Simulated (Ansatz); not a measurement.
ClFHSiSn (SMILES F/[SiH]=[Sn]/[Cl]) (doublet)

```xyz
5

Cl    0.6411    2.5102   -3.2394
F    -2.9398   -0.0498   -1.1554
Si   -1.7967    0.7903   -1.9630
Sn    0.2677    1.9036   -0.9109
H    -2.2121    0.7642   -3.4032
```

Geometry: PBE0-D3(BJ)/def2-SVP; core potentials replace the inner electrons of Sn.

These are results of isolated molecule in a Gaussian basis; Kohn-Sham density functional theory, functional PBE0 in Ansatz 0.2.0, not measurements.

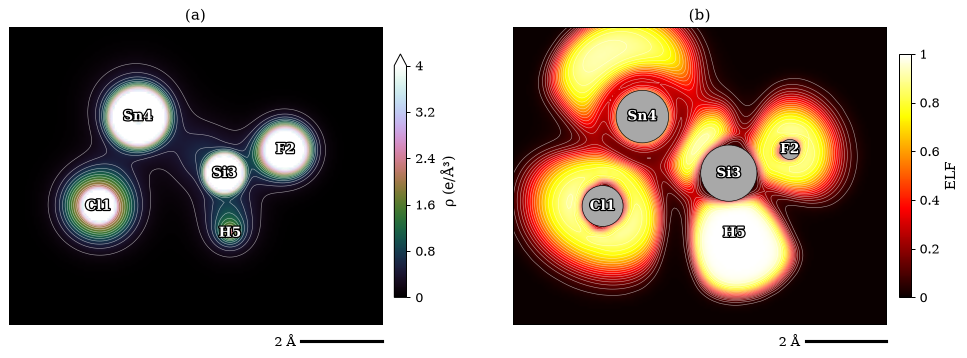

Figure 1. (a) electron density; (b) ELF on the molecular plane. Grey discs cover the atomic cores in the ELF map.

**Describe what can be read from this map.**

The plane passes through Cl, F, Si, Sn and H nuclei.
Si–F (1.63 Å): the density is about 1.1 e/Å³ at the midpoint; the ELF peaks at about 0.85 in the valence shell of F, 0.6 Å from its nucleus, and is about 0.55 at the midpoint.
Sn–Cl (2.43 Å): ρ at the midpoint is about 0.49 e/Å³; the ELF peaks at about 0.85 in the valence shell of Cl, 0.9 Å from its nucleus, and drops to about 0.15 between the two atoms.
Si–Sn (2.57 Å): the density is about 0.45 e/Å³ at the midpoint; the ELF peaks at about 0.90 between the atoms; a covalent bond.
Si–H (1.50 Å): ρ is about 0.81 e/Å³ halfway; the ELF climbs to about 1 towards the hydrogen, as it does in any bond to H.
The ELF also peaks beside Cl1 and F2, away from the bonds: non-bonding electrons, paired or unpaired.

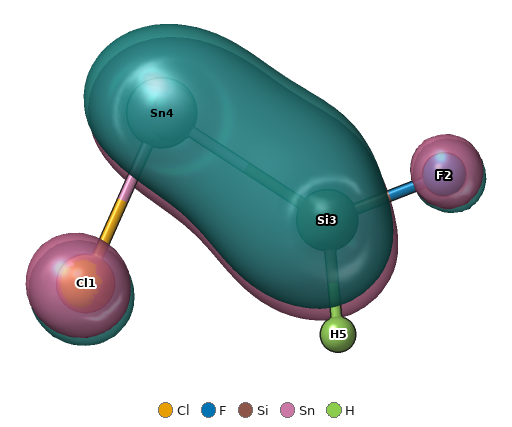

Figure 2. The HOMO (α) at ±0.1 Å⁻³ᐟ² (teal and pink are the two phases), seen across its widest extent.

**Where does this orbital lie, and at what energy?**

Its weight (Hirshfeld) is mainly on Si3 (about 45 %), Sn4 (about 40 %) and Cl1 (about 10 %); it changes sign across the molecular plane (π type); π-bonding across Si3–Sn4. Its energy is −6.00 eV.
